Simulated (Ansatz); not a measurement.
## Ir wire along [111], 13 atoms a period: bands along the axis

What gap, if any, does the Ir wire along [111], 13 atoms a period have, and how many channels would it open?

Program: Ansatz 0.2.0. Level of theory: DFT PBE, plane waves, PAW; relaxation of a wire's period; PAW set soft_1, in the first sound run; inputs show where later runs differ. Results are calculated unless marked as measured.

**1. The starting structure**

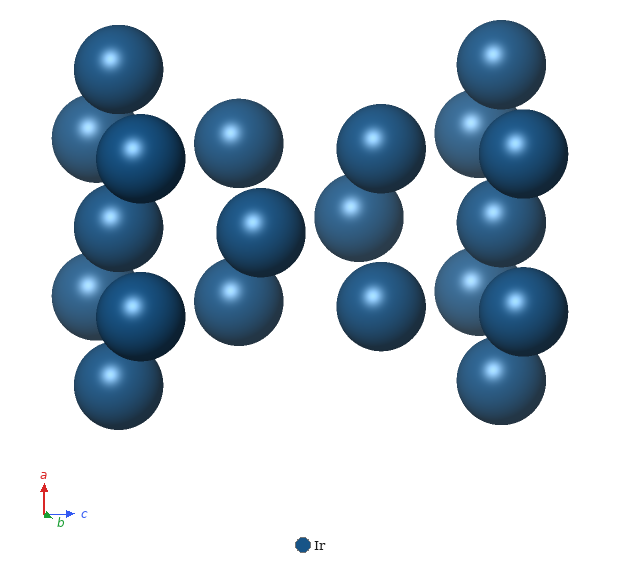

Start, viewed from the side, with the c axis across the page; iridium blue. Some periodic images of atoms are drawn too.

The cell holds 13 atoms: 13 Ir. Cell: a = 12.273 Å, b = 11.540 Å, c = 6.703 Å, α = 90.0°, β = 90.0°, γ = 90.0°. Vacuum lies along a and b. The structure's axis is c.

**2. The relaxed wire**

Band widths follow the bond lengths, so the wire is relaxed first. The atoms and the third cell vector are free; the box across stays fixed as vacuum. A Fermi-Dirac smearing is set since the result may be a metal. The pressure printed is a third of the stress's trace over the whole box, vacuum included; only the stress along the axis is relaxed.

Input file input.yaml:

```yaml
crystal:
  lattice:
    - [12.273, 0.0, 0.0]
    - [0.0, 11.54, 0.0]
    - [0.0, 0.0, 6.7030366253]
  atoms:
    - { symbol: Ir, position: [0.277030881, 0.499989716, 0.0] }
    - { symbol: Ir, position: [0.388515573, 0.70535205, 0.0] }
    - { symbol: Ir, position: [0.500000264, 0.499989716, 0.0] }
    - { symbol: Ir, position: [0.611484956, 0.70535205, 0.0] }
    - { symbol: Ir, position: [0.388515573, 0.431535605, 0.333333333] }
    - { symbol: Ir, position: [0.500000264, 0.636897938, 0.333333333] }
    - { symbol: Ir, position: [0.611484956, 0.431535605, 0.333333333] }
    - { symbol: Ir, position: [0.388515573, 0.568443827, 0.666666667] }
    - { symbol: Ir, position: [0.500000264, 0.363081494, 0.666666667] }
    - { symbol: Ir, position: [0.611484956, 0.568443827, 0.666666667] }
    - { symbol: Ir, position: [0.388515573, 0.294627383, 0.0] }
    - { symbol: Ir, position: [0.611484956, 0.294627383, 0.0] }
    - { symbol: Ir, position: [0.722969648, 0.499989716, 0.0] }
kpoints:
  mp_grid: { grid: [1, 1, 12] }
scf:
  occupations: { method: fermi_dirac, width: 0.05 }
hamiltonian:
  xc: pbe
  pseudopotentials: { kind: paw, azcp: { folder: soft_1 } }
relax:
  cell: { fix: [a, b, alpha, beta, gamma] }
  max_steps: 45
  f_tol: 0.03
```

Run with:

```console
$ ansatz run input.yaml --threads 4 --pin off --max-ram 16384MiB --backend cpu --events-out ev --progress --plain --runs-dir out
```

Numbers of over 12 decimals in the logs are rounded to 6 here.

The log of the run:

```text
Engine: ansatz 0.2.0, aarch64-unknown-linux-gnu
Pseudopotentials: kind: paw
Pseudopotential: Ir, paw, valence charge 17, recommended cutoff 420 eV (normal), soft_1/Ir.paw.azcp
Functional definition: PBE
  parameter kappa = 0.804
  parameter beta = 0.066725
  exchange = pbe_x(kappa = kappa, mu = beta*pi^2/3)
  correlation = pbe_c(beta = beta)
Crystal: 13 atoms, lattice volume = 949.354 Å³
Basis set: ecut = 420 eV, 18565 PW (Γ), exchange–correlation on 180×160×90 points (8 copies of the dense FFT grid, shifted against one another)
Bands: 133, of which v1, the nominal top of the filled ones, is band 111 counted from 1 (110 counted from 0)
Symmetry: 4 space group operations
Space group: P2/m (ITA 10), of the structure as read, at distance tolerance 9.8e-5 Å
k-points: 7 of 12
Non-local potential: Ir, projectors of the file, l = 0: 3, l = 1: 2, l = 2: 2, l = 3: 1
PAW form: soft (Blöchl's): semilocal exchange-correlation on the pseudo side does not see the compensation charge
PAW one-centre angular grid: Ir, 590 points (default); XC on 64 Gauss nodes
Initial density: superposition of atomic densities (neutral atoms: chi_scale 0, normalization atom)
Initial wavefunctions: pseudopotential atomic-orbital guess
Functional: x = pbe(κ = 0.804, μ = 0.219515), c = pbe(β = 0.066725)
SCF iter   1: F=—  HF=-155153.786029 eV  |F-HF|=—  |Δ(HF+E_count)|=         —  Δρ=3.08e-2  dr2=1.91e1  ethr=3.10e-3  ⟨swp⟩=9.1  Hψ=3985  notcnv=0
preconditioner: auto → LDOS  [metal: Δε(μ)=0.040 eV  Ē_g=4.345 eV  σ=0.050 eV  W_gap=0.20  n_scr=154 (ndim 8)  ℏωp=13.0 eV  f_vac=0.630  D(μ)=44.80/eV (n_scr^D=398)  β→1.0]
SCF iter   2: F=—  HF=-155153.623192 eV  |F-HF|=—  |Δ(HF+E_count)|=   1.63e-1  Δρ=4.20e-2  dr2=2.15e1  ethr=3.10e-3  ⟨swp⟩=3.6  Hψ=2532  notcnv=0  defer=28
SCF iter   3: F=—  HF=-155149.360934 eV  |F-HF|=—  |Δ(HF+E_count)|=    4.26e0  Δρ=7.38e-3  dr2=7.04e-1  ethr=3.10e-3  ⟨swp⟩=3.0  Hψ=1674  notcnv=0  defer=26
SCF iter   4: F=—  HF=-155149.295899 eV  |F-HF|=—  |Δ(HF+E_count)|=   6.50e-2  Δρ=4.61e-3  dr2=1.85e-1  ethr=3.18e-4  ⟨swp⟩=2.6  Hψ=1452  notcnv=0  defer=26
SCF iter   5: F=—  HF=-155149.274657 eV  |F-HF|=—  |Δ(HF+E_count)|=   2.12e-2  Δρ=1.93e-3  dr2=3.08e-2  ethr=8.35e-5  ⟨swp⟩=2.0  Hψ=1491  notcnv=0  defer=26
SCF iter   6: F=—  HF=-155149.274435 eV  |F-HF|=—  |Δ(HF+E_count)|=   2.22e-4  Δρ=7.64e-4  dr2=8.16e-3  ethr=1.39e-5  ⟨swp⟩=2.1  Hψ=1202  notcnv=0  defer=26
SCF iter   7: F=—  HF=-155149.273857 eV  |F-HF|=—  |Δ(HF+E_count)|=   5.78e-4  Δρ=3.55e-4  dr2=1.92e-3  ethr=3.69e-6  ⟨swp⟩=2.1  Hψ=1314  notcnv=0  defer=26
SCF iter   8: F=—  HF=-155149.273779 eV  |F-HF|=—  |Δ(HF+E_count)|=   7.76e-5  Δρ=1.78e-4  dr2=5.55e-4  ethr=8.67e-7  ⟨swp⟩=2.3  Hψ=1142  notcnv=0  defer=22
SCF iter   9: F=—  HF=-155149.273777 eV  |F-HF|=—  |Δ(HF+E_count)|=   2.30e-6  Δρ=7.57e-5  dr2=8.51e-5  ethr=2.51e-7  ⟨swp⟩=2.0  Hψ=1270  notcnv=0  defer=22
SCF iter  10: F=—  HF=-155149.273950 eV  |F-HF|=—  |Δ(HF+E_count)|=   1.73e-4  Δρ=3.36e-5  dr2=1.29e-5  ethr=3.85e-8  ⟨swp⟩=2.0  Hψ=1309  notcnv=0  defer=22
SCF iter  11: F=—  HF=-155149.273951 eV  |F-HF|=—  |Δ(HF+E_count)|=   1.27e-6  Δρ=1.21e-5  dr2=2.28e-6  ethr=5.84e-9  ⟨swp⟩=2.0  Hψ=1207  notcnv=0  defer=22
SCF iter  12: F=—  HF=-155149.273951 eV  |F-HF|=—  |Δ(HF+E_count)|=   3.51e-7  Δρ=5.53e-6  dr2=3.88e-7  ethr=1.03e-9  ⟨swp⟩=2.0  Hψ=1285  notcnv=0  defer=22
SCF iter  13: F=-155149.273951 eV  HF=-155149.273951 eV  |F-HF|=4.13e-9  |Δ(HF+E_count)|=   3.89e-8  Δρ=1.92e-6  dr2=4.32e-8  ethr=4.52e-11  ⟨swp⟩=5.0  Hψ=3233  notcnv=0
SCF 1 converged in 13 iterations: F = -155149.273951 eV  dr2 = 4.32e-8
  greatest PAW one-centre occupation: 1.000 electrons in one spin orbital (limit 2), on the Ir atom at site 2 (counted from 0), in its partial waves of l = 0
relax step   1: F+E_penalty+E_count = -155149.27395118 eV  Δ(F+E_penalty+E_count) = +0.000e0 eV  max|allowed force component| = 2.975e0 eV/Å  Δτ_max = 0.0000 Å  P = -5.836 GPa  Ω = 949.354 Å³  fix = [a, b, alpha, beta, gamma]  reactions: a -5.338, b -5.361 GPa; alpha -0.006 GPa/rad  (13 SCF iters, dr2 threshold 1.00e-7 eV, accepted)
Crystal: 13 atoms, lattice volume = 922.168 Å³
Basis set: ecut = 420 eV, 17995 PW (Γ), exchange–correlation on 180×160×90 points (8 copies of the dense FFT grid, shifted against one another)
Initial density: handed on by an earlier stage of this run
Initial wavefunctions: those handed on with the density
iter 1 solved again at ethr=2.08e-3 eV; its pass at ethr=3.10e-3 eV (dr2=4.60e0 eV) is discarded
SCF iter   1: F=—  HF=-155152.611725 eV  |F-HF|=—  |Δ(HF+E_count)|=         —  Δρ=1.42e-2  dr2=4.61e0  ethr=2.08e-3  ⟨swp⟩=1.6  Hψ=4407  notcnv=0
preconditioner: auto → LDOS  [metal: Δε(μ)=0.082 eV  Ē_g=4.779 eV  σ=0.050 eV  W_gap=0.35  n_scr=150 (ndim 8)  ℏωp=13.2 eV  f_vac=0.663  D(μ)=21.27/eV (n_scr^D=128)  β→1.0]
SCF iter   2: F=—  HF=-155152.665243 eV  |F-HF|=—  |Δ(HF+E_count)|=   5.35e-2  Δρ=9.50e-3  dr2=2.51e0  ethr=2.08e-3  ⟨swp⟩=3.0  Hψ=1529  notcnv=0
SCF iter   3: F=—  HF=-155152.261314 eV  |F-HF|=—  |Δ(HF+E_count)|=   4.04e-1  Δρ=2.31e-3  dr2=5.92e-2  ethr=1.14e-3  ⟨swp⟩=2.0  Hψ=1603  notcnv=0  defer=26
SCF iter   4: F=—  HF=-155152.258522 eV  |F-HF|=—  |Δ(HF+E_count)|=   2.79e-3  Δρ=9.80e-4  dr2=9.25e-3  ethr=2.68e-5  ⟨swp⟩=2.3  Hψ=1448  notcnv=0  defer=26
SCF iter   5: F=—  HF=-155152.259003 eV  |F-HF|=—  |Δ(HF+E_count)|=   4.81e-4  Δρ=3.62e-4  dr2=1.20e-3  ethr=4.19e-6  ⟨swp⟩=2.1  Hψ=1130  notcnv=0  defer=26
SCF iter   6: F=—  HF=-155152.259867 eV  |F-HF|=—  |Δ(HF+E_count)|=   8.64e-4  Δρ=1.25e-4  dr2=2.78e-4  ethr=5.42e-7  ⟨swp⟩=2.0  Hψ=1433  notcnv=0  defer=26
SCF iter   7: F=—  HF=-155152.259883 eV  |F-HF|=—  |Δ(HF+E_count)|=   1.55e-5  Δρ=7.82e-5  dr2=7.79e-5  ethr=1.26e-7  ⟨swp⟩=2.4  Hψ=1320  notcnv=0  defer=26
SCF iter   8: F=—  HF=-155152.259877 eV  |F-HF|=—  |Δ(HF+E_count)|=   5.69e-6  Δρ=2.27e-5  dr2=1.05e-5  ethr=3.53e-8  ⟨swp⟩=2.3  Hψ=1317  notcnv=0  defer=26
SCF iter   9: F=-155152.259878 eV  HF=-155152.259878 eV  |F-HF|=2.13e-7  |Δ(HF+E_count)|=   1.24e-6  Δρ=8.91e-6  dr2=9.59e-7  ethr=5.88e-10  ⟨swp⟩=3.9  Hψ=3533  notcnv=0
SCF 2 converged in 9 iterations: F = -155152.259878 eV  dr2 = 9.59e-7
relax step   2: F+E_penalty+E_count = -155152.25987813 eV  Δ(F+E_penalty+E_count) = -2.986e0 eV  max|allowed force component| = 6.061e-1 eV/Å  Δτ_max = 0.1937 Å  P = +0.193 GPa  Ω = 922.168 Å³  energy of the carried Pulay correction = +2.400e-3 eV  fix = [a, b, alpha, beta, gamma]  reactions: a +0.867, b +0.841 GPa; alpha -0.005 GPa/rad  (9 SCF iters, dr2 threshold 1.30e-6 eV, accepted)
Crystal: 13 atoms, lattice volume = 893.612 Å³
Basis set: ecut = 420 eV, 17455 PW (Γ), exchange–correlation on 180×160×90 points (8 copies of the dense FFT grid, shifted against one another)
iter 1 solved again at ethr=1.46e-4 eV; its pass at ethr=3.10e-3 eV (dr2=3.23e-1 eV) is discarded
SCF iter   1: F=—  HF=-155152.371095 eV  |F-HF|=—  |Δ(HF+E_count)|=         —  Δρ=7.09e-3  dr2=3.27e-1  ethr=1.46e-4  ⟨swp⟩=2.6  Hψ=4742  notcnv=0
preconditioner: auto → LDOS  [metal: Δε(μ)=0.054 eV  Ē_g=4.677 eV  σ=0.050 eV  W_gap=0.26  n_scr=150 (ndim 8)  ℏωp=13.4 eV  f_vac=0.649  D(μ)=27.10/eV (n_scr^D=208)  β→1.0]
SCF iter   2: F=—  HF=-155152.368617 eV  |F-HF|=—  |Δ(HF+E_count)|=   2.48e-3  Δρ=5.24e-3  dr2=2.14e-1  ethr=1.46e-4  ⟨swp⟩=3.0  Hψ=1514  notcnv=0
SCF iter   3: F=—  HF=-155152.323075 eV  |F-HF|=—  |Δ(HF+E_count)|=   4.55e-2  Δρ=1.46e-3  dr2=4.32e-2  ethr=9.70e-5  ⟨swp⟩=2.0  Hψ=1546  notcnv=0  defer=12
SCF iter   4: F=—  HF=-155152.318474 eV  |F-HF|=—  |Δ(HF+E_count)|=   4.60e-3  Δρ=7.26e-4  dr2=5.66e-3  ethr=1.95e-5  ⟨swp⟩=2.0  Hψ=1374  notcnv=0  defer=12
SCF iter   5: F=—  HF=-155152.318371 eV  |F-HF|=—  |Δ(HF+E_count)|=   1.03e-4  Δρ=3.03e-4  dr2=1.62e-3  ethr=2.56e-6  ⟨swp⟩=2.0  Hψ=1277  notcnv=0  defer=12
SCF iter   6: F=—  HF=-155152.318497 eV  |F-HF|=—  |Δ(HF+E_count)|=   1.27e-4  Δρ=1.08e-4  dr2=1.64e-4  ethr=7.32e-7  ⟨swp⟩=2.0  Hψ=1038  notcnv=0  defer=12
SCF iter   7: F=—  HF=-155152.318841 eV  |F-HF|=—  |Δ(HF+E_count)|=   3.43e-4  Δρ=3.72e-5  dr2=3.79e-5  ethr=7.42e-8  ⟨swp⟩=2.0  Hψ=1323  notcnv=0  defer=12
SCF iter   8: F=—  HF=-155152.318838 eV  |F-HF|=—  |Δ(HF+E_count)|=   2.67e-6  Δρ=1.20e-5  dr2=2.10e-6  ethr=1.72e-8  ⟨swp⟩=2.0  Hψ=1352  notcnv=0  defer=12
SCF iter   9: F=-155152.318838 eV  HF=-155152.318838 eV  |F-HF|=8.70e-8  |Δ(HF+E_count)|=   4.06e-7  Δρ=3.48e-6  dr2=2.35e-7  ethr=5.88e-10  ⟨swp⟩=5.0  Hψ=3325  notcnv=0
SCF 3 converged in 9 iterations: F = -155152.318838 eV  dr2 = 2.35e-7
relax step   3: F+E_penalty+E_count = -155152.31883821 eV  Δ(F+E_penalty+E_count) = -5.896e-2 eV  max|allowed force component| = 6.584e-1 eV/Å  Δτ_max = 0.0702 Å  P = -0.033 GPa  Ω = 893.612 Å³  energy of the carried Pulay correction = +5.052e-3 eV  fix = [a, b, alpha, beta, gamma]  reactions: a -0.411, b -0.435 GPa; alpha -0.003 GPa/rad  (9 SCF iters, dr2 threshold 1.30e-6 eV, accepted)
Crystal: 13 atoms, lattice volume = 904.550 Å³
Basis set: ecut = 420 eV, 17655 PW (Γ), exchange–correlation on 180×160×90 points (8 copies of the dense FFT grid, shifted against one another)
iter 1 solved again at ethr=3.80e-5 eV; its pass at ethr=3.10e-3 eV (dr2=8.39e-2 eV) is discarded
SCF iter   1: F=—  HF=-155152.430992 eV  |F-HF|=—  |Δ(HF+E_count)|=         —  Δρ=2.98e-3  dr2=8.10e-2  ethr=3.80e-5  ⟨swp⟩=2.3  Hψ=4331  notcnv=0
preconditioner: auto → LDOS  [metal: Δε(μ)=0.064 eV  Ē_g=4.661 eV  σ=0.050 eV  W_gap=0.29  n_scr=150 (ndim 8)  ℏωp=13.4 eV  f_vac=0.653  D(μ)=27.67/eV (n_scr^D=208)  β→1.0]
SCF iter   2: F=—  HF=-155152.431751 eV  |F-HF|=—  |Δ(HF+E_count)|=   7.60e-4  Δρ=2.33e-3  dr2=4.63e-2  ethr=3.67e-5  ⟨swp⟩=2.0  Hψ=1498  notcnv=0
SCF iter   3: F=—  HF=-155152.420723 eV  |F-HF|=—  |Δ(HF+E_count)|=   1.10e-2  Δρ=4.80e-4  dr2=3.90e-3  ethr=2.10e-5  ⟨swp⟩=2.0  Hψ=1498  notcnv=0
SCF iter   4: F=—  HF=-155152.420065 eV  |F-HF|=—  |Δ(HF+E_count)|=   6.58e-4  Δρ=2.13e-4  dr2=6.68e-4  ethr=1.76e-6  ⟨swp⟩=3.0  Hψ=1636  notcnv=0
SCF iter   5: F=—  HF=-155152.420343 eV  |F-HF|=—  |Δ(HF+E_count)|=   2.78e-4  Δρ=1.16e-4  dr2=1.93e-4  ethr=3.02e-7  ⟨swp⟩=2.0  Hψ=1324  notcnv=0
SCF iter   6: F=—  HF=-155152.420363 eV  |F-HF|=—  |Δ(HF+E_count)|=   1.97e-5  Δρ=4.42e-5  dr2=2.71e-5  ethr=8.71e-8  ⟨swp⟩=1.9  Hψ=1117  notcnv=0
SCF iter   7: F=-155152.420370 eV  HF=-155152.420370 eV  |F-HF|=6.12e-7  |Δ(HF+E_count)|=   6.69e-6  Δρ=1.02e-5  dr2=1.02e-6  ethr=5.88e-10  ⟨swp⟩=4.4  Hψ=4037  notcnv=0
SCF 4 converged in 7 iterations: F = -155152.420370 eV  dr2 = 1.02e-6
relax step   4: F+E_penalty+E_count = -155152.42037036 eV  Δ(F+E_penalty+E_count) = -1.015e-1 eV  max|allowed force component| = 1.224e-1 eV/Å  Δτ_max = 0.0318 Å  P = -0.105 GPa  Ω = 904.550 Å³  energy of the carried Pulay correction = +4.020e-3 eV  fix = [a, b, alpha, beta, gamma]  reactions: a -0.123, b -0.149 GPa; alpha -0.003 GPa/rad  (7 SCF iters, dr2 threshold 1.30e-6 eV, accepted)
Crystal: 13 atoms, lattice volume = 905.377 Å³
Basis set: ecut = 420 eV, 17671 PW (Γ), exchange–correlation on 180×160×90 points (8 copies of the dense FFT grid, shifted against one another)
iter 1 solved again at ethr=1.03e-6 eV; its pass at ethr=3.10e-3 eV (dr2=2.28e-3 eV) is discarded
SCF iter   1: F=—  HF=-155152.422680 eV  |F-HF|=—  |Δ(HF+E_count)|=         —  Δρ=5.16e-4  dr2=2.42e-3  ethr=1.03e-6  ⟨swp⟩=3.9  Hψ=3887  notcnv=0
preconditioner: auto → LDOS  [metal: Δε(μ)=0.067 eV  Ē_g=4.676 eV  σ=0.050 eV  W_gap=0.31  n_scr=150 (ndim 8)  ℏωp=13.3 eV  f_vac=0.653  D(μ)=27.53/eV (n_scr^D=208)  β→1.0]
SCF iter   2: F=—  HF=-155152.422702 eV  |F-HF|=—  |Δ(HF+E_count)|=   2.18e-5  Δρ=3.80e-4  dr2=1.51e-3  ethr=1.03e-6  ⟨swp⟩=2.0  Hψ=1345  notcnv=0
SCF iter   3: F=—  HF=-155152.422362 eV  |F-HF|=—  |Δ(HF+E_count)|=   3.40e-4  Δρ=1.03e-4  dr2=2.21e-4  ethr=6.85e-7  ⟨swp⟩=2.0  Hψ=1343  notcnv=0
SCF iter   4: F=—  HF=-155152.422651 eV  |F-HF|=—  |Δ(HF+E_count)|=   2.90e-4  Δρ=5.98e-5  dr2=4.47e-5  ethr=9.98e-8  ⟨swp⟩=2.4  Hψ=1326  notcnv=0
SCF iter   5: F=—  HF=-155152.422655 eV  |F-HF|=—  |Δ(HF+E_count)|=   3.13e-6  Δρ=2.55e-5  dr2=6.92e-6  ethr=2.02e-8  ⟨swp⟩=2.0  Hψ=1075  notcnv=0
SCF iter   6: F=-155152.422658 eV  HF=-155152.422658 eV  |F-HF|=3.76e-7  |Δ(HF+E_count)|=   3.62e-6  Δρ=6.75e-6  dr2=6.82e-7  ethr=4.24e-10  ⟨swp⟩=3.6  Hψ=3653  notcnv=0
SCF 5 converged in 6 iterations: F = -155152.422658 eV  dr2 = 6.82e-7
relax step   5: F+E_penalty+E_count = -155152.42265776 eV  Δ(F+E_penalty+E_count) = -2.287e-3 eV  max|allowed force component| = 1.439e-2 eV/Å  Δτ_max = 0.0047 Å  P = +0.004 GPa  Ω = 905.377 Å³  energy of the carried Pulay correction = +3.943e-3 eV  fix = [a, b, alpha, beta, gamma]  reactions: a +0.027, b -0.001 GPa; alpha -0.003 GPa/rad  (6 SCF iters, dr2 threshold 9.37e-7 eV, accepted)
Initial wavefunctions: pseudopotential atomic-orbital guess (no wavefunctions were taken with the density)
iter 1 solved again at ethr=1.20e-6 eV; its pass at ethr=3.10e-3 eV (dr2=2.65e-3 eV) is discarded
SCF iter   1: F=—  HF=-155152.417232 eV  |F-HF|=—  |Δ(HF+E_count)|=         —  Δρ=7.73e-5  dr2=9.60e-6  ethr=1.20e-6  ⟨swp⟩=4.0  Hψ=6851  notcnv=0
eigensolver tolerance schedule: the retry pair's looser diagonalisation over-reported the residual by 274.90 of it (diagonalisation noise at 0.12 of the residual, at the tolerance the schedule requests for it); recorded, not acted on — ethr = c·dr2/N_el stays at c = 1.0e-1
preconditioner: auto → LDOS  [metal: Δε(μ)=0.065 eV  Ē_g=4.675 eV  σ=0.050 eV  W_gap=0.30  n_scr=150 (ndim 8)  ℏωp=13.3 eV  f_vac=0.653  D(μ)=27.67/eV (n_scr^D=208)  β→1.0]
SCF iter   2: F=—  HF=-155152.417533 eV  |F-HF|=—  |Δ(HF+E_count)|=   3.01e-4  Δρ=2.17e-5  dr2=2.16e-6  ethr=4.34e-9  ⟨swp⟩=3.0  Hψ=1961  notcnv=0
SCF iter   3: F=—  HF=-155152.417532 eV  |F-HF|=—  |Δ(HF+E_count)|=   5.98e-7  Δρ=8.56e-6  dr2=4.90e-7  ethr=9.76e-10  ⟨swp⟩=2.1  Hψ=1797  notcnv=0
SCF iter   4: F=—  HF=-155152.417532 eV  |F-HF|=—  |Δ(HF+E_count)|=   1.05e-7  Δρ=1.87e-6  dr2=4.20e-8  ethr=2.22e-10  ⟨swp⟩=2.3  Hψ=1509  notcnv=0
SCF iter   5: F=—  HF=-155152.417532 eV  |F-HF|=—  |Δ(HF+E_count)|=   1.63e-9  Δρ=7.65e-7  dr2=6.83e-9  ethr=1.90e-11  ⟨swp⟩=2.6  Hψ=1827  notcnv=0
SCF iter   6: F=—  HF=-155152.417532 eV  |F-HF|=—  |Δ(HF+E_count)|=   1.57e-9  Δρ=3.44e-7  dr2=2.31e-9  ethr=3.09e-12  ⟨swp⟩=2.0  Hψ=1306  notcnv=0
SCF iter   7: F=—  HF=-155152.417532 eV  |F-HF|=—  |Δ(HF+E_count)|=  1.16e-10  Δρ=1.71e-7  dr2=3.83e-10  ethr=1.05e-12  ⟨swp⟩=1.7  Hψ=1103  notcnv=0
SCF iter   8: F=-155152.417532 eV  HF=-155152.417532 eV  |F-HF|=2.91e-11  |Δ(HF+E_count)|=  1.46e-10  Δρ=4.68e-8  dr2=2.30e-11  ethr=1.00e-12  ⟨swp⟩=5.0  Hψ=3303  notcnv=0
SCF 6 converged in 8 iterations: F = -155152.417532 eV  dr2 = 2.30e-11
relax step   6: F+E_penalty+E_count = -155152.41753229 eV  Δ(F+E_penalty+E_count) = +5.125e-3 eV  max|allowed force component| = 1.493e-2 eV/Å  Δτ_max = 0.0000 Å  P = +0.008 GPa  Ω = 905.377 Å³  fix = [a, b, alpha, beta, gamma]  reactions: a +0.032, b +0.003 GPa; alpha -0.003 GPa/rad  stress off target by 1.07e-2 GPa on what of the cell is left free  SCF on the basis re-selected at this cell (its energy is not comparable with the rows above)  (8 SCF iters)
basis re-selected at this cell: Δ(F+E_penalty+E_count) = +5.125e-3 eV, ΔP = +0.005 GPa vs the last step (what re-selecting the basis moved, of the pressure what is left beyond the Pulay correction that the steps carried, after the strain that the cell walked since its last selection, with what the two solves' SCF thresholds leave and, on support functions, any second-order correction that the steps lacked; it is no m [...]
SCF converged after 8 iterations
Free energy (F): -155152.417532 eV
Harris-Foulkes:  -155152.417532 eV  (|F-HF|=2.91e-11)
Internal energy: -155152.195703 eV  (E = F + TS)
E sigma→0 (E₀):  -155152.306618 eV
Entropy (-TS):   -0.221829 eV (-17.064 meV/atom)
Fermi energy:    1.244840 eV
--- Per-component energies (eV) ---
  E_band       = -6302.511560
  E_kinetic    = 7009.376745
  E_local      = -114245.021898  (includes V_loc(G=0)·N_el)
  E_nonlocal   = 2487.795636
  E_hartree    = 52701.501131
  E_xc         = -2965.948196
  E_vxc        = -3298.422109  (∫ρ·V_xc dr)
  E_paw        = -120454.433952  (= ΣΔE_a)
  E_vpaw       = -3659.247157  (= ΣTr[D̂ρ^β])
  E_aug_tail   = 0.004711  (compensation charges beyond the density's cutoff)
  E_ewald      = 20314.530119
  E_smearing   = -0.221829  (= −TS)
  E_closure    = 0.000000  (closes the sum)
  Σ components = -155152.417532   (vs F -155152.417532, Δ=0.00e0)
--- Forces (eV/Å), atoms counted from 1 ---
  atom   1  Ir     0.00492509    -0.00000000    -0.00000000
  atom   2  Ir     0.00455351    -0.00434115    -0.00024977
  atom   3  Ir     0.00000000     0.00000000    -0.00000000
  atom   4  Ir    -0.00455351    -0.00434115    -0.00024977
  atom   5  Ir     0.00773440     0.00632630     0.01421941
  atom   6  Ir    -0.00000000    -0.01133516     0.01493190
  atom   7  Ir    -0.00773440     0.00632630     0.01421941
  atom   8  Ir     0.00773440    -0.00632630    -0.01421941
  atom   9  Ir     0.00000000     0.01133516    -0.01493190
  atom  10  Ir    -0.00773440    -0.00632630    -0.01421941
  atom  11  Ir     0.00455351     0.00434115     0.00024977
  atom  12  Ir    -0.00455351     0.00434115     0.00024977
  atom  13  Ir    -0.00492509     0.00000000     0.00000000
  max |Σ_I F_I| component: 3.85e-18 eV/Å
--- Stress (GPa, compression-positive) ---
        0.031956       0.000000       0.000000
        0.000000       0.003404       0.002637
        0.000000       0.002637      -0.010709
  P = ⅓ Tr σ = 0.0082 GPa (0.082 kbar)
--- Relaxed structure (5 steps of the walk, 5 accepted, 1 SCFs on fresh bases) ---
  F+E_penalty+E_count = -155152.41753229 eV   max|allowed force component| = 1.493e-2 eV/Å   (the final SCF, on the basis selected at the relaxed cell)
  cell:  # Å, volume = 905.3771 Å³
    - [12.273, 0.0, 0.0]
    - [0.0, 11.54, 0]
    - [0.0, 0, 6.392533]
  atoms:
    - { symbol: Ir, position: [0.290872, 0.499990, 0] }
    - { symbol: Ir, position: [0.395448, 0.692723, 4.335775239856813e-6] }
    - { symbol: Ir, position: [0.5, 0.499990, 0] }
    - { symbol: Ir, position: [0.604552, 0.692723, 4.335775239856813e-6] }
    - { symbol: Ir, position: [0.392836, 0.434274, 0.339736] }
    - { symbol: Ir, position: [0.5, 0.631533, 0.339839] }
    - { symbol: Ir, position: [0.607164, 0.434274, 0.339736] }
    - { symbol: Ir, position: [0.392836, 0.565706, 0.660264] }
    - { symbol: Ir, position: [0.5, 0.368446, 0.660161] }
    - { symbol: Ir, position: [0.607164, 0.565706, 0.660264] }
    - { symbol: Ir, position: [0.395448, 0.307257, -4.33577523985693e-6] }
    - { symbol: Ir, position: [0.604552, 0.307257, -4.33577523985693e-6] }
    - { symbol: Ir, position: [0.709128, 0.499990, 0] }
```

Elapsed: 74 s, on 4 threads of Arm Neoverse V2, shared host; peak memory 2.5 GiB.

(Part 1 of 2 ends here.)

[Logs are printed without paths, hosts, clocks, repeated set-up lines and the standing remarks that a program may print on its own settings, such as how far it seeks lower states.]

[Hosts, paths, dates, database ids (printed as entryN), source tags and the programs' standing remarks are cut or masked in the printed files.]
